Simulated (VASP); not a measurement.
Energy against volume of AgCl (rock salt). These are PBE GGA with D4 dispersion, VASP's PBE PAW potentials (set 64) (plane waves; VASP) values and carry that method's errors.

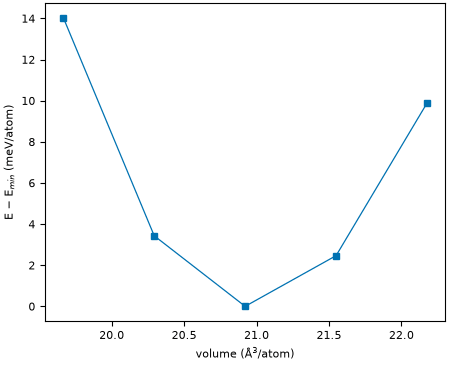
Figure: Energy against volume

**Question.** Estimate the equilibrium volume and the bulk modulus.

**Answer.** The minimum lies near 21.0 Å³/atom, and the curvature gives B0 of about 50 GPa.

The compound is AgCl in the rock salt structure. It was relaxed first.
